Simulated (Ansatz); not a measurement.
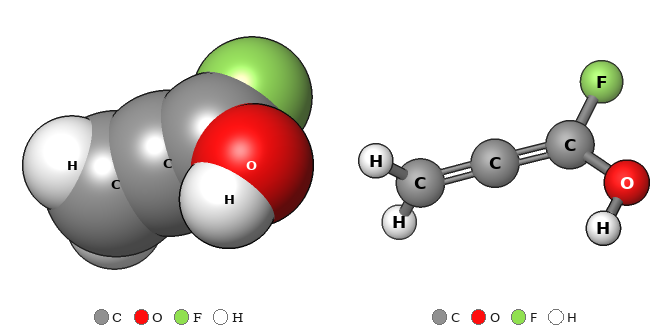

Both panels show the same species.

The computed structure is the end point of a PBE0-D4/def2-TZVP optimisation.

Description:

It has 8 atoms: 3 carbon, 3 hydrogen, 1 fluorine and 1 oxygen (C₃H₃FO). Its SMILES string is `C=C=C(O)F`. It has no ring. Among its groups: C–F bond. This geometry has Cs symmetry. Coordination: 2 C trigonal planar; 1 C linear; 1 O bent.

The parts below concern this one geometry. Atoms keep their numbers from picture to picture.

**Geometry**

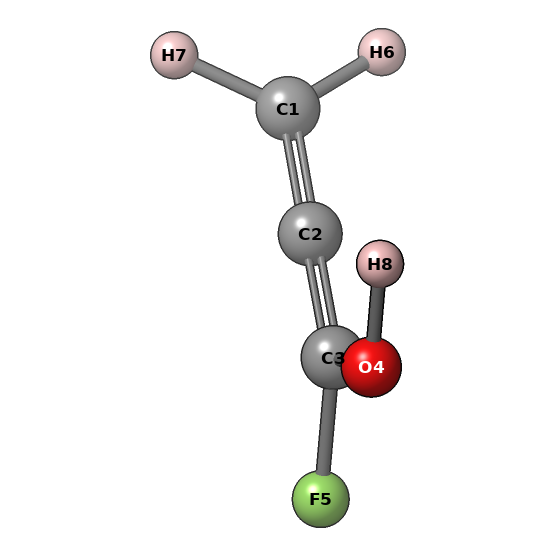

C3 lies behind O4. The molecule seen a little off the O4–C3 bond, O4 in front. Atoms fade into the background with distance from the viewer.

What is the torsion angle H8–O4–C3–F5? The sign is positive where the front bond must turn clockwise to cover the back bond.

Answer. 180°, antiperiplanar (anti).

**Levels of theory compared**

Program: Ansatz 0.2.0.

At this fixed geometry, give HOMO–LUMO gap (eV), dipole (D) at these levels: B3LYP-D4/def2-TZVPP; PBE-D4/def2-TZVPP; r2SCAN-D4/def2-TZVPP; ωB97M-V/def2-TZVPP.

```
               level  HOMO–LUMO gap (eV)  dipole (D)
 B3LYP-D4/def2-TZVPP                5.63        2.61
   PBE-D4/def2-TZVPP                3.77        2.42
r2SCAN-D4/def2-TZVPP                4.21        2.51
  ωB97M-V/def2-TZVPP               10.45        2.62
```

**Charges**

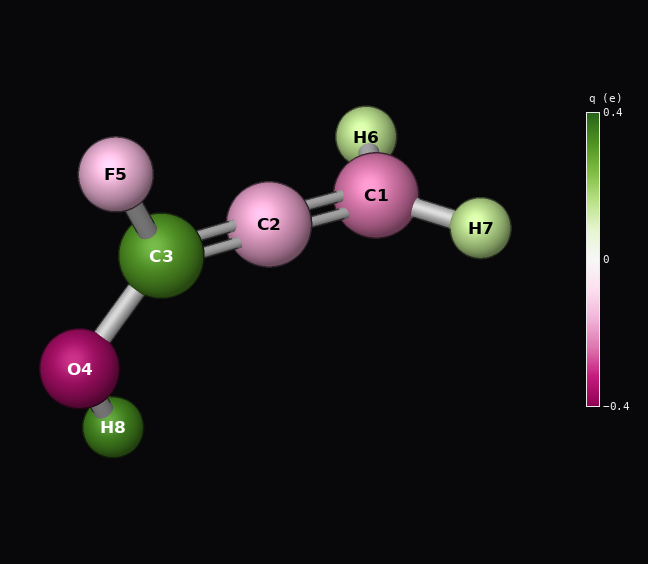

Atoms are coloured by their Mulliken charges. Method: RKS PBE0-D4/def2-TZVP (Ansatz 0.2.0).

Which atom carries the highest charge (most positive or least negative)?

Answer. H8 (0.33 e).

And the lowest?

Answer. O4 (−0.36 e).

Give the Mulliken charges atom by atom.

| atom | value (e) |
| --- | --- |
| C1 | −0.24 |
| C2 | −0.18 |
| C3 | 0.31 |
| O4 | −0.36 |
| F5 | −0.16 |
| H6 | 0.15 |
| H7 | 0.15 |
| H8 | 0.33 |

**Thermal motion**

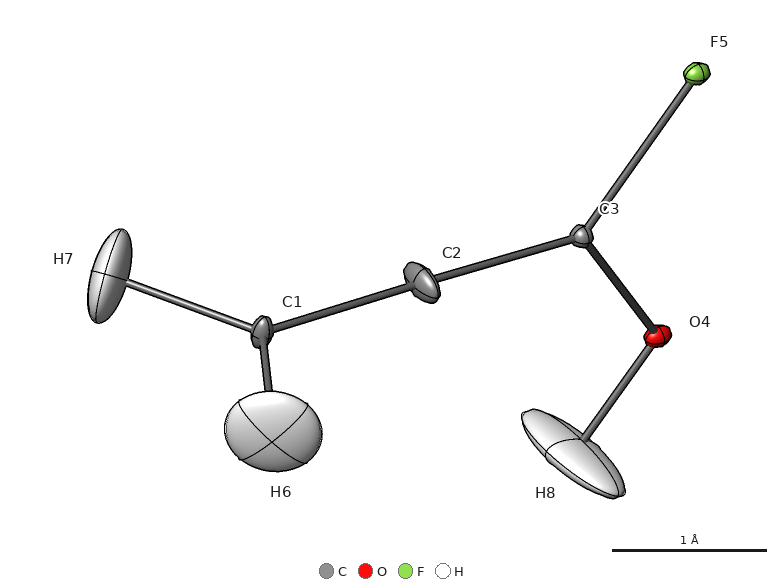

Displacement ellipsoids at the 50 % level, from the internal vibrations of the free molecule (harmonic, no overall translation or rotation; no half-axis is drawn under 0.075 Å). Vibrations computed with RKS PBE0-D4/def2-TZVP (Ansatz 0.2.0). Temperature: 400 K.

Which atom has the largest mean-square displacement?

Answer. H8, with U_eq = 0.0455 Å².

Does H8 move more along its bond or across it?

Answer. Across it: the root-mean-square amplitude is 0.080 Å along the bond and up to 0.324 Å across, since bending and torsion are softer than stretching.

List U_eq and the three principal root-mean-square amplitudes for each kind of atom.

| atom | U_eq (Å²) | rms amplitudes (Å) |
| --- | --- | --- |
| C1 | 0.0034 | 0.036, 0.048, 0.081 |
| C2 | 0.0066 | 0.030, 0.074, 0.116 |
| C3 | 0.0020 | 0.030, 0.050, 0.052 |
| O4 | 0.0021 | 0.033, 0.035, 0.063 |
| F5 | 0.0018 | 0.025, 0.030, 0.061 |
| H6, H7 | 0.0302 | 0.079, 0.204, 0.207 |
| H8 | 0.0455 | 0.073, 0.163, 0.324 |

Mulliken values depend strongly on the basis set and can even reverse the polarity of a bond.
